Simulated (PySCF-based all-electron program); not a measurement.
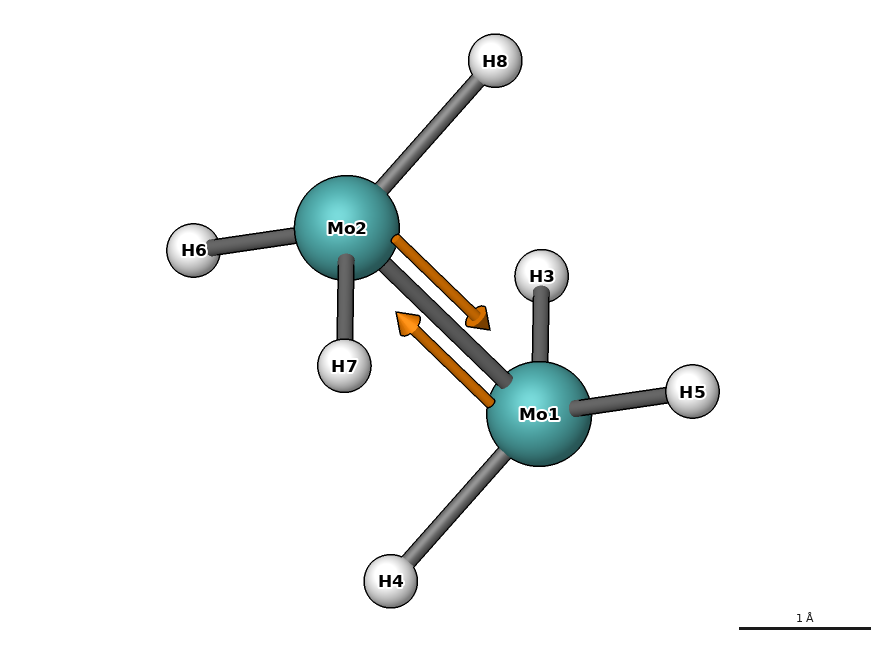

Arrows show the forces on the atoms, 0.3 Å of arrow for 1 eV/Å; forces under a tenth of the largest aren't drawn. The species is neutral and a spin singlet. Level of theory: PBE, all-electron, scalar-relativistic (Koelling-Harmon), large uncontracted Gaussian sets (PySCF-based all-electron program).

Question: Along which bond is the force strongest?

Answer: Mo1–Mo2, now 2.343 Å: the forces pull its atoms together, so a first step downhill shortens it.

List the force components in the frame of the picture (x right, y up, z towards the viewer), in eV/Å.

| atom | Fx | Fy | Fz |
| --- | --- | --- | --- |
| Mo1 | −2.44 | 2.36 | 1.90 |
| Mo2 | 2.44 | −2.36 | −1.90 |
| H3 | −0.01 | −0.05 | 0.08 |
| H4 | 0.06 | 0.07 | 0.00 |
| H5 | −0.07 | 0.00 | −0.06 |
| H6 | 0.07 | 0.00 | 0.06 |
| H7 | 0.01 | 0.05 | −0.08 |
| H8 | −0.06 | −0.07 | 0.00 |
